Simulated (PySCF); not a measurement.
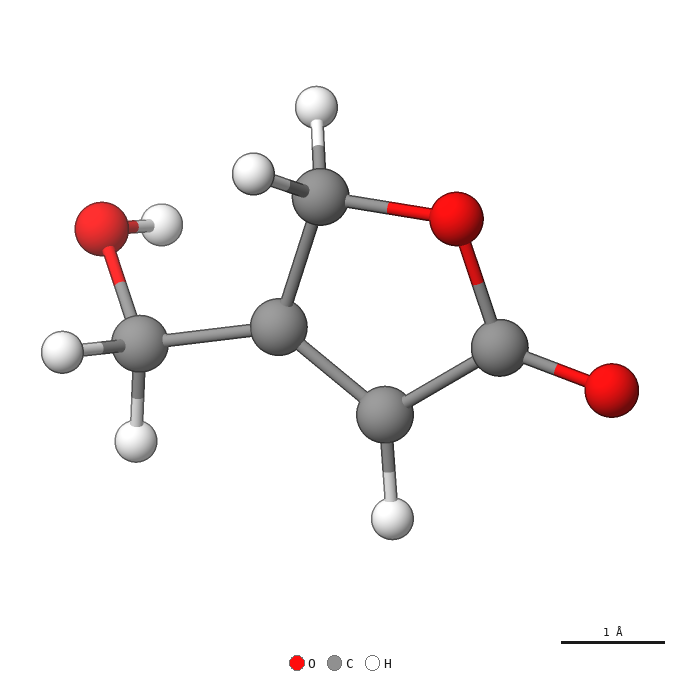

The picture shows a molecular structure as a ball-and-stick model. Every bond is drawn as one stick, whatever its order.

**Which formula does it have?**

C₅H₆O₃, 14 atoms: 5 carbon, 6 hydrogen and 3 oxygen.

**Count the bonded pairs by element.**

5 C–H, 4 C–O, 4 C–C, 1 O–H.

**What is its SMILES?**

O=C1C=C(CO)CO1

**Describe its rings.**

Independent rings (smallest set): 1 of 5 members.

More results for the same structure follow; atom numbers are the same in all pictures, views and colours differ. The geometry was computed by an optimisation with PBE0-D3(BJ)/def2-SVP. No frequency run is at hand to confirm it as a minimum.

### Shape

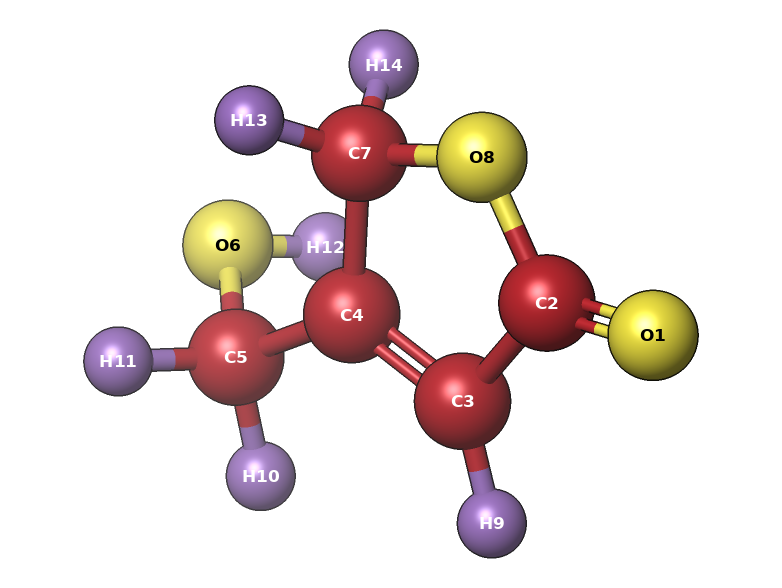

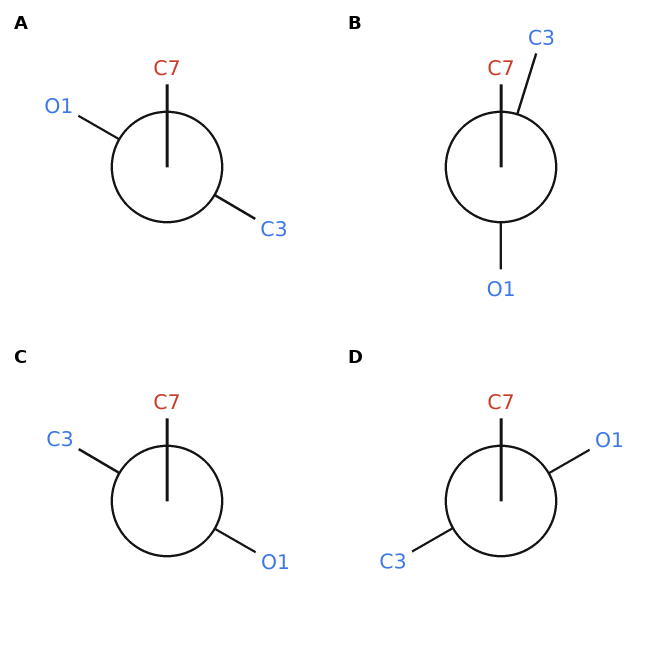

Atoms fade into the background with distance from the viewer. Bonds that would overlap in a projection are set slightly apart. No frequency run is at hand to confirm it as a minimum.

**Which Newman projection shows the view along O8–C2, with O8 in front?**

B. The torsion angle C7–O8–C2–O1 is 180°, antiperiplanar (anti).

### Charges

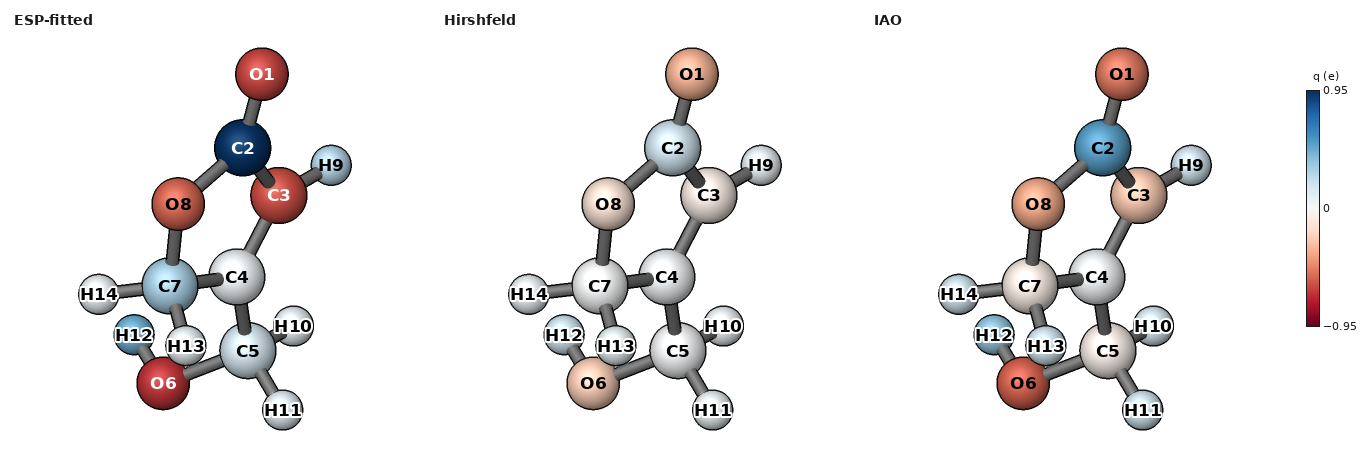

Atomic charges of one calculation by 3 schemes, on one colour scale. No frequency run is at hand to confirm it as a minimum. Method: PBE0/pcSseg-1 in methanol (IEF-PCM) (PySCF 2.14.0).

**Which scheme gives the most polar picture (largest mean size of the charges)?**

The ESP-fitted charges are the largest in size here, and the Hirshfeld charges the smallest.

**On which atom do the schemes disagree most?**

On C2 (from 0.18 to 0.94 e).

List the charges (e), one line for each set of equivalent atoms.

| atom | ESP-fitted | Hirshfeld | IAO |
| --- | --- | --- | --- |
| O1 | −0.64 | −0.33 | −0.50 |
| C2 | 0.94 | 0.18 | 0.51 |
| C3 | −0.61 | −0.07 | −0.25 |
| C4 | 0.04 | 0.03 | 0.03 |
| C5 | 0.16 | 0.02 | −0.06 |
| O6 | −0.68 | −0.23 | −0.56 |
| C7 | 0.31 | 0.01 | −0.07 |
| O8 | −0.55 | −0.13 | −0.35 |
| H9 | 0.26 | 0.07 | 0.18 |
| H10 | 0.08 | 0.06 | 0.15 |
| H11 | 0.10 | 0.06 | 0.17 |
| H12 | 0.46 | 0.18 | 0.38 |
| H13 | 0.07 | 0.07 | 0.18 |
| H14 | 0.07 | 0.07 | 0.18 |

### Electronic properties

No frequency run is at hand to confirm it as a minimum. Properties computed with PBE0/def2-SVPD, gas phase (PySCF 2.14.0). Excitations: vertical, linear response.

What does the calculation give?

- dipole moment: 4.52 D
- HOMO energy (Kohn–Sham orbital): −8.12 eV
- LUMO energy (Kohn–Sham orbital): −1.56 eV
- HOMO–LUMO gap: 6.56 eV
- mean static polarisability: 69.2 bohr³
- lowest vertical singlet excitation: 4.85 eV
- its oscillator strength: 0.000
- brightest of the 6 lowest singlets: 6.16 eV
- its oscillator strength: 0.27

### NMR shielding

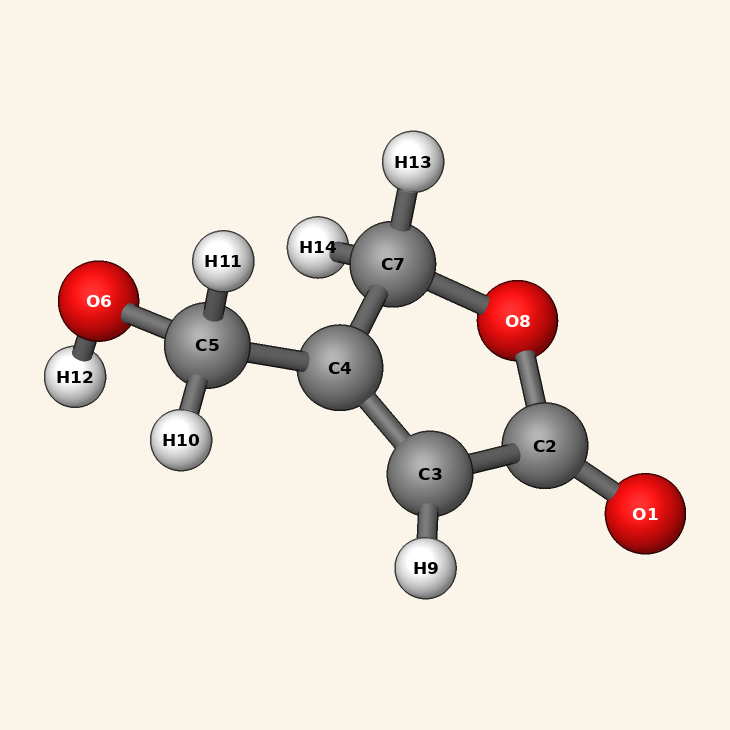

No frequency run is at hand to confirm it as a minimum. Method: GIAO PBE0/pcSseg-1 NMR shielding, non-relativistic, IEF-PCM methanol (PySCF 2.14.0). Principal shieldings σ11 ≤ σ22 ≤ σ33, span Ω = σ33 − σ11, skew κ = 3(σiso − σ22)/Ω.

**Which O atom has the most anisotropic shielding?**

O1, with a span of 549 ppm.

Give the shielding tensors of the O atoms.

| atom | σ11 | σ22 | σ33 | σiso | Ω | κ |
| --- | --- | --- | --- | --- | --- | --- |
| O1 | −247.9 | −159.2 | 300.6 | −35.5 | 548.5 | 0.68 |
| O6 | 284.5 | 306.4 | 334.2 | 308.4 | 49.6 | 0.12 |
| O8 | −96.6 | 214.0 | 232.4 | 116.6 | 329.0 | −0.89 |

Shieldings and span in ppm.
